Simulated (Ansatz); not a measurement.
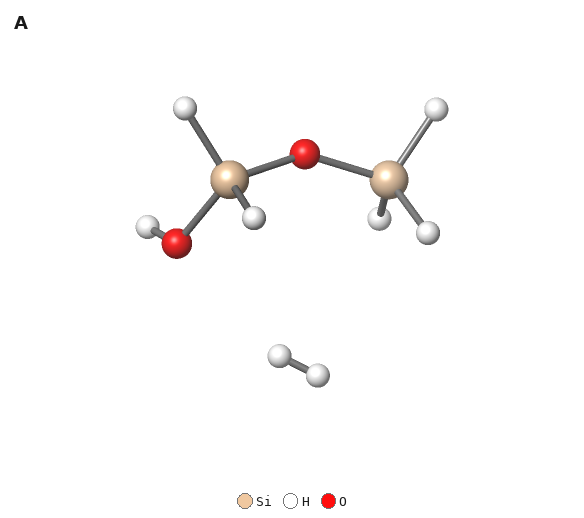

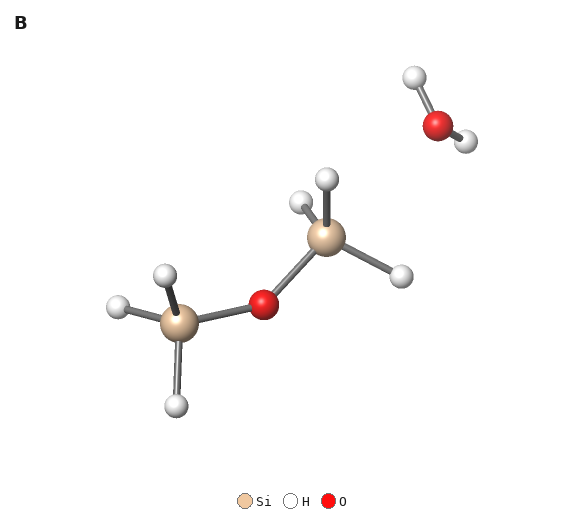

2 stationary structures of one formula. Geometries: PBE0-D4/def2-TZVP. Electronic energies: CCSD(T)/CBS (MP2 limit from def2-TZVPP and def2-QZVPP plus CCSD(T) − MP2) (Ansatz 0.2.0), without zero-point energy. Each is one conformer, not always the lowest.

### Which structure is the most stable?

A is lowest (a minimum); B lies 0.865 eV above it (a minimum).

Give E(B) − E(A) in eV at these levels too: PBE0-D4/def2-TZVPP; direct RPA on PBE orbitals (frozen core)/def2-TZVPP; ωB97M-V/def2-SVP; PBE-D4/STO-3G; r2SCAN-D4/def2-TZVPP; CCSD(T)/CBS (MP2 limit from def2-TZVPP and def2-QZVPP plus CCSD(T) − MP2); BLYP-D4/def2-TZVPP; RHF-CCSD(T) (frozen core)/def2-SVP.

```csv
level,E(B) − E(A) (eV)
PBE0-D4/def2-TZVPP,+0.796
direct RPA on PBE orbitals (frozen core)/def2-TZVPP,+0.822
ωB97M-V/def2-SVP,+0.678
PBE-D4/STO-3G,+0.817
r2SCAN-D4/def2-TZVPP,+0.882
CCSD(T)/CBS (MP2 limit from def2-TZVPP and def2-QZVPP plus CCSD(T) − MP2),+0.865
BLYP-D4/def2-TZVPP,+0.876
RHF-CCSD(T) (frozen core)/def2-SVP,+0.643
```
